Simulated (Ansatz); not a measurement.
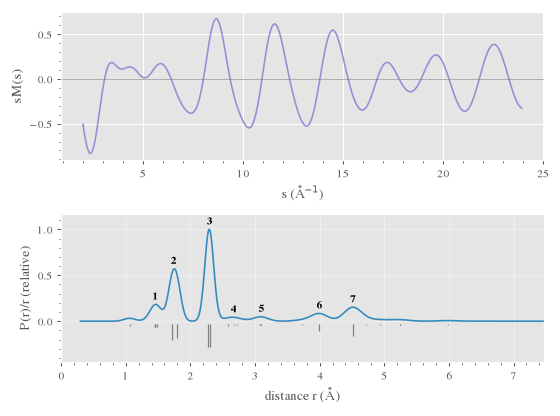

Simulated gas electron diffraction: reduced molecular intensity sM(s) from the Debye equation in the first Born approximation (top) and the radial distribution curve (bottom) of AlH₅NSi₂ (charge +1, ignored in the scattering factors). Each pair of atoms contributes with weight ZᵢZⱼ/r (bars below the curve); damping constant 0.001 Å²; vibrational amplitudes assumed, not computed: 0.05 Å for bonds, 0.078 Å for bonds to H, 0.06 + 0.015 r up to 0.15 Å for other pairs. The geometry is the end point of an optimisation (Ansatz, RKS revPBE/STO-3G); it may be a saddle point or a higher isomer. SMILES: [SiH3][Al]1[NH][SiH+]1.

### Which pairs of atoms lie under the numbered peaks? Mark bonded pairs by – and others by ···.

Peak 1, 1.46 Å: Si–H 1.46–1.48 Å (×4)
Peak 2, 1.75 Å: Si–N 1.72 Å, Al–N 1.80 Å, not resolved
Peak 3, 2.29 Å: Si–Al 2.28–2.31 Å (×2)
Peak 4, 2.66 Å: Si···H 2.59 Å, N···H 2.68 Å, Al···H 2.72 Å, not resolved
Peak 5, 3.09 Å: Al···H 3.08–3.10 Å (×3)
Peak 6, 3.99 Å: Al···H 3.73 Å, Si···N 3.99 Å, not resolved
Peak 7, 4.52 Å: Si···Si 4.51 Å
